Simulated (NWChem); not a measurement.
**A workflow on the pair AlSiH4Cl···BNH4**

Wanted: a single-point energy (singlet AlBSiNH8Cl, PBE0-D3(BJ)/def2-SVP), then a single-point energy (singlet AlSiH4Cl, PBE0-D3(BJ)/def2-SVP), then the energy (singlet BNH4, PBE0-D3(BJ)/def2-SVP), then a single-point energy (singlet AlSiH4Cl, PBE0-D3(BJ)/def2-SVP), then a single-point energy (singlet BNH4, PBE0-D3(BJ)/def2-SVP) of AlBClH8NSi and its partners. 

The results are computed with NWChem 7.3.0.

**1. Starting point**

The species is AlBSiNH8Cl (13 atoms), meant as a singlet with charge 0. The two molecules were placed rigidly side by side, at 0.8 times their contact distance; the pair isn't optimised.

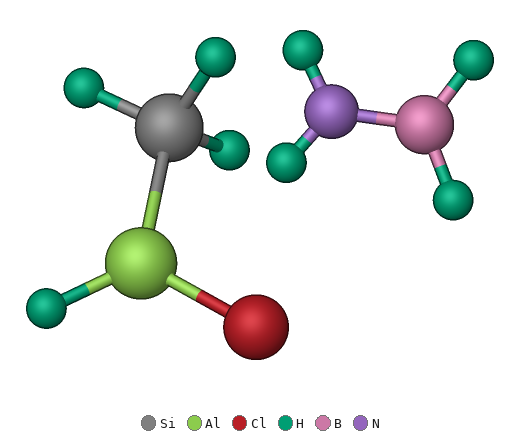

The structure, seen from a chosen angle (silicon grey, aluminium green, chlorine red, hydrogen teal, boron pink, nitrogen purple).

**2. A single-point energy at PBE0-D3(BJ)/def2-SVP (run 1)**

Contents of albclh8nsi.nw:

```
start albclh8nsi
title "AlBClH8NSi PBE0"
memory stack 880 mb heap 220 mb global 1100 mb
charge 0

geometry noautosym nocenter noautoz
   Si   -0.869940    0.592210   -0.304690
   Al    1.086060   -0.602690    0.549610
   Cl    1.774660   -2.213390   -0.616390
   H    -2.021440   -0.342090   -0.448790
   H    -0.576340    1.164410   -1.648590
   H    -1.285340    1.705810    0.592810
   H     1.892360   -0.304290    1.876010
   B     0.605360   -1.155710   -4.177970
   N     0.751810   -0.236280   -3.152670
   H     0.982620   -2.279060   -4.008490
   H     0.105490   -0.803060   -5.206880
   H     0.457600    0.722790   -3.226130
   H     1.162440   -0.463360   -2.263060
end

basis spherical bse
   * library def2-SVP
end

dft
   xc pbe0
   disp vdw 4
   grid fine
   convergence energy 1e-08
   iterations 100
   mulliken
   print low
end

task dft
```

Started as:

```
$ nwchem albclh8nsi.nw > albclh8nsi.out
```

Output:

```text
[...]
 d= 0,ls=0.0,diis     1  -1075.6818833923 -1.38D+03  8.46D-03  4.53D-01     5.2
[...]
 d= 0,ls=0.0,diis     8  -1075.7461449327 -7.71D-09  2.92D-06  1.12D-07    33.8
         Total DFT energy =    -1075.746144932722
      One electron energy =    -2090.827294586217
           Coulomb energy =      792.497201766102
    Exchange-Corr. energy =      -81.289136729131
 Nuclear repulsion energy =      303.883125683275
    Dispersion correction =       -0.010041066752
[...]
      Total Density - Mulliken Population Analysis
     ---------------------------------------------
    Atom       Charge   Shell Charges
 -----------   ------   -------------------------------------------------------
    1 Si  14    14.05   2.00  1.98  1.05  0.31  5.93  1.34  1.33  0.11
    2 Al  13    12.40   2.00  1.98  1.02  0.06  5.92  0.83  0.43  0.16
    3 Cl  17    17.26   2.00  1.99  1.25  0.70  5.93  2.14  3.23  0.01
    4 H    1     1.03   0.72  0.30  0.01
    5 H    1     1.07   0.73  0.33  0.01
    6 H    1     1.04   0.72  0.31  0.01
    7 H    1     1.13   0.71  0.42  0.01
    8 B    5     5.08   1.99  0.79  0.19  1.58  0.47  0.07
    9 N    7     7.10   1.99  0.97  0.35  2.47  1.31  0.01
   10 H    1     1.03   0.74  0.28  0.01
[...]
```

It took 35 s on 1 thread of Intel Xeon Platinum 8488C (Sapphire Rapids), shared host; peak memory 0.13 GiB.

**3. AlSiH4Cl: the energy at PBE0-D3(BJ)/def2-SVP (run 2)**

Contents of sp.nw:

```
START sp
TITLE "AlClH4Si"
memory total 2200 mb
charge 0

GEOMETRY units angstrom noautosym nocenter noautoz
 Si      -0.869940       0.592210      -0.304690
 Al       1.086060      -0.602690       0.549610
 Cl       1.774660      -2.213390      -0.616390
 H       -2.021440      -0.342090      -0.448790
 H       -0.576340       1.164410      -1.648590
 H       -1.285340       1.705810       0.592810
 H        1.892360      -0.304290       1.876010
END

BASIS spherical bse
 * library def2-SVP
END

DFT
 xc pbe0
 disp vdw 4
 grid fine
 convergence energy 1e-08
 iterations 100
 mulliken
 print low
END

TASK dft energy
```

Started as:

```
$ nwchem sp.nw > sp.out
```

Output:

```text
[...]
 d= 0,ls=0.0,diis     1   -993.8411495279 -1.16D+03  1.19D-02  2.32D-01     1.4
[...]
 d= 0,ls=0.0,diis     8   -993.8762055832 -6.74D-10  6.62D-07  2.71D-09     9.4
         Total DFT energy =     -993.876205583151
      One electron energy =    -1704.758627603632
           Coulomb energy =      614.816594702188
    Exchange-Corr. energy =      -68.919392682990
 Nuclear repulsion energy =      164.989929842317
    Dispersion correction =       -0.004709841034
[...]
      Total Density - Mulliken Population Analysis
     ---------------------------------------------
    Atom       Charge   Shell Charges
 -----------   ------   -------------------------------------------------------
    1 Si  14    14.05   2.00  1.98  1.05  0.31  5.93  1.34  1.34  0.11
    2 Al  13    12.39   2.00  1.99  1.01  0.06  5.92  0.83  0.42  0.16
    3 Cl  17    17.28   2.00  1.99  1.25  0.70  5.93  2.14  3.25  0.01
    4 H    1     1.04   0.72  0.31  0.01
    5 H    1     1.04   0.72  0.31  0.01
    6 H    1     1.05   0.72  0.31  0.01
    7 H    1     1.15   0.71  0.43  0.01
[...]
```

Run time: 10 s. Hardware: 1 thread of Intel Xeon Platinum 8488C (Sapphire Rapids), shared host; peak memory 0.12 GiB.

**4. BNH4: a single-point energy at PBE0-D3(BJ)/def2-SVP (run 3)**

Contents of mol.nw:

```
start mol
title "BH4N"
memory stack 880 mb heap 220 mb global 1100 mb

geometry units atomic noautosym nocenter noautoz
  B    1.14396461  -2.18397538  -7.89521906
  N    1.42071500  -0.44650449  -5.95768286
  H    1.85688268  -4.30679922  -7.57494827
  H    0.19934721  -1.51756346  -9.83957716
  H    0.86473867   1.36587515  -6.09650214
  H    2.19669324  -0.87562350  -4.27656360
end

basis spherical bse
  * library def2-SVP
end

dft
  xc pbe0
  disp vdw 4
  grid fine
  convergence energy 1e-08
  maxiter 100
  mulliken
  print low
end

task dft energy
```

Started as:

```
$ nwchem mol.nw > mol.out
```

Output:

```text
[...]
 d= 0,ls=0.0,diis     1    -81.8448376771 -1.14D+02  9.95D-03  2.05D-01     0.7
[...]
 d= 0,ls=0.0,diis     8    -81.8714328687 -9.25D-11  1.16D-07  3.80D-11     3.7
         Total DFT energy =      -81.871432868701
      One electron energy =     -173.370128816217
           Coulomb energy =       71.540538351812
    Exchange-Corr. energy =      -12.356127890379
 Nuclear repulsion energy =       32.316027417891
    Dispersion correction =       -0.001741931809
[...]
      Total Density - Mulliken Population Analysis
     ---------------------------------------------
    Atom       Charge   Shell Charges
 -----------   ------   -------------------------------------------------------
    1 B    5     5.08   1.99  0.79  0.19  1.58  0.46  0.07
    2 N    7     7.11   1.99  0.97  0.35  2.47  1.31  0.01
    3 H    1     1.04   0.74  0.28  0.01
    4 H    1     1.04   0.74  0.28  0.01
    5 H    1     0.87   0.72  0.10  0.05
    6 H    1     0.87   0.72  0.10  0.05
[...]
```

It took 4.5 s on 1 thread of Intel Xeon Platinum 8488C (Sapphire Rapids), shared host; peak memory 0.12 GiB.

**5. AlSiH4Cl among ghost functions: the energy at PBE0-D3(BJ)/def2-SVP (with ghost functions) (run 4)**

Contents of struct.nw:

```
start struct
title "AlClH4Si"
memory stack 880 mb heap 220 mb global 1100 mb

geometry noautosym nocenter noautoz
  Si    -0.869940     0.592210    -0.304690
  Al     1.086060    -0.602690     0.549610
  Cl     1.774660    -2.213390    -0.616390
  H     -2.021440    -0.342090    -0.448790
  H     -0.576340     1.164410    -1.648590
  H     -1.285340     1.705810     0.592810
  H      1.892360    -0.304290     1.876010
  bqB      0.605360    -1.155710    -4.177970
  bqN      0.751810    -0.236280    -3.152670
  bqH      0.982620    -2.279060    -4.008490
  bqH      0.105490    -0.803060    -5.206880
  bqH      0.457600     0.722790    -3.226130
  bqH      1.162440    -0.463360    -2.263060
end

basis spherical bse
  Si library def2-SVP
  Al library def2-SVP
  Cl library def2-SVP
  H library def2-SVP
  bqB library B def2-SVP
  bqN library N def2-SVP
  bqH library H def2-SVP
end

dft
  xc pbe0
  disp vdw 4
  grid fine
  convergence energy 1e-08
  iterations 100
  mulliken
  print low
end

task dft energy
```

Started as:

```
$ nwchem struct.nw > struct.out
```

Output:

```text
[...]
 d= 0,ls=0.0,diis     1   -993.8427802032 -1.16D+03  7.16D-03  2.33D-01     4.6
[...]
 d= 0,ls=0.0,diis     8   -993.8778394593 -7.13D-10  4.86D-07  3.18D-09    31.4
         Total DFT energy =     -993.877839459282
      One electron energy =    -1704.708864461176
           Coulomb energy =      614.760445649894
    Exchange-Corr. energy =      -68.914640649282
 Nuclear repulsion energy =      164.989929842317
    Dispersion correction =       -0.004709841034
[...]
      Total Density - Mulliken Population Analysis
     ---------------------------------------------
    Atom       Charge   Shell Charges
 -----------   ------   -------------------------------------------------------
    1 Si  14    14.06   2.00  1.98  1.05  0.31  5.93  1.34  1.34  0.11
    2 Al  13    12.40   2.00  1.98  1.01  0.06  5.92  0.83  0.43  0.16
    3 Cl  17    17.27   2.00  1.99  1.25  0.70  5.93  2.14  3.24  0.01
    4 H    1     1.04   0.72  0.31  0.01
    5 H    1     1.03   0.72  0.29  0.01
    6 H    1     1.04   0.72  0.31  0.01
    7 H    1     1.14   0.71  0.42  0.01
    8 X    0     0.01   0.00 -0.00  0.00 -0.00  0.01 -0.00
    9 X    0    -0.00  -0.00  0.00 -0.00 -0.00 -0.00 -0.00
   10 X    0     0.00  -0.00  0.00  0.00
[...]
```

Run time: 32 s. Hardware: 1 thread of Intel Xeon Platinum 8488C (Sapphire Rapids), shared host; peak memory 0.13 GiB.

**6. BNH4 among ghost functions: a single-point energy at PBE0-D3(BJ)/def2-SVP (with ghost functions) (run 5)**

Contents of bh4n.nw:

```
start bh4n
memory total 2200 mb
charge 0
geometry noautosym nocenter noautoz
 B      0.605360    -1.155710    -4.177970
 N      0.751810    -0.236280    -3.152670
 H      0.982620    -2.279060    -4.008490
 H      0.105490    -0.803060    -5.206880
 H      0.457600     0.722790    -3.226130
 H      1.162440    -0.463360    -2.263060
 bqSi    -0.869940     0.592210    -0.304690
 bqAl     1.086060    -0.602690     0.549610
 bqCl     1.774660    -2.213390    -0.616390
 bqH     -2.021440    -0.342090    -0.448790
 bqH     -0.576340     1.164410    -1.648590
 bqH     -1.285340     1.705810     0.592810
 bqH      1.892360    -0.304290     1.876010
end
basis "ao basis" spherical bse
 B library def2-SVP
 N library def2-SVP
 H library def2-SVP
 bqSi library Si def2-SVP
 bqAl library Al def2-SVP
 bqCl library Cl def2-SVP
 bqH library H def2-SVP
end
dft
 xc pbe0
 mult 1
 disp vdw 4
 grid fine
 convergence energy 1e-08
 iterations 100
 mulliken
 print low
end
task dft
```

Started as:

```
$ nwchem bh4n.nw > bh4n.out
```

Output:

```text
[...]
 d= 0,ls=0.0,diis     1    -81.8464226119 -1.14D+02  3.98D-03  2.04D-01     4.7
[...]
 d= 0,ls=0.0,diis     8    -81.8730078091 -8.87D-11  4.45D-08  3.65D-11    30.2
         Total DFT energy =      -81.873007809066
      One electron energy =     -173.345828812178
           Coulomb energy =       71.511257105155
    Exchange-Corr. energy =      -12.352723942453
 Nuclear repulsion energy =       32.316029772247
    Dispersion correction =       -0.001741931836
[...]
      Total Density - Mulliken Population Analysis
     ---------------------------------------------
    Atom       Charge   Shell Charges
 -----------   ------   -------------------------------------------------------
    1 B    5     5.07   1.99  0.79  0.18  1.58  0.46  0.07
    2 N    7     7.11   1.99  0.97  0.36  2.47  1.31  0.01
    3 H    1     1.04   0.74  0.28  0.01
    4 H    1     1.04   0.74  0.28  0.01
    5 H    1     0.85   0.72  0.08  0.05
    6 H    1     0.85   0.72  0.08  0.05
    7 X    0     0.01   0.00  0.00 -0.00  0.00  0.00 -0.00  0.01  0.00
    8 X    0     0.00   0.00  0.00 -0.00  0.00 -0.00 -0.00  0.00  0.00
    9 X    0     0.00   0.00  0.00 -0.00  0.00  0.00 -0.00  0.00  0.00
   10 X    0    -0.00  -0.00 -0.00 -0.00
[...]
```

It took 31 s on 1 thread of Intel Xeon Platinum 8488C (Sapphire Rapids), shared host; peak memory 0.13 GiB.

**7. Outcome**

```
                                                                                                                    quantity           value
                                                                                   run 1, PBE0-D3(BJ)/def2-SVP: total energy  -1075.74614 Eh
                                                                              run 1, PBE0-D3(BJ)/def2-SVP: dispersion energy   -26.36 kJ/mol
                                                                                                      AlSiH4Cl: total energy   -993.87621 Eh
                                                                                                 AlSiH4Cl: dispersion energy   -12.37 kJ/mol
                                                                                                          BNH4: total energy    -81.87143 Eh
                                                                                                     BNH4: dispersion energy    -4.57 kJ/mol
                                                                                AlSiH4Cl among ghost functions: total energy   -993.87784 Eh
                                                                           AlSiH4Cl among ghost functions: dispersion energy   -12.37 kJ/mol
                                                                                    BNH4 among ghost functions: total energy    -81.87301 Eh
                                                                               BNH4 among ghost functions: dispersion energy    -4.57 kJ/mol
              interaction energy of the rigid parts AlSiH4Cl and BNH4 (parts in their own basis; closest atoms 1.94 Å apart)        0.041 eV
interaction energy of the rigid parts AlSiH4Cl and BNH4 (parts in the whole basis, counterpoise; closest atoms 1.94 Å apart)        0.128 eV
```

What this shows: The interaction energy of the rigid parts AlSiH4Cl and BNH4 (parts in their own basis; closest atoms 1.94 Å apart) is 0.04 eV (0.9 kcal/mol): the parts repel at this shape. Without counterpoise this holds the superposition error of the basis. The interaction energy of the rigid parts AlSiH4Cl and BNH4 (parts in the whole basis, counterpoise; closest atoms 1.94 Å apart) is 0.13 eV (3.0 kcal/mol): the parts repel at this shape. The basis-set superposition error is 8.4 kJ/mol. Mulliken charges (run 1, PBE0-D3(BJ)/def2-SVP) run from -0.26 on Cl3 to +0.60 on Al2. Mulliken charges (AlSiH4Cl) run from -0.28 on Cl3 to +0.61 on Al2; they depend strongly on the basis.
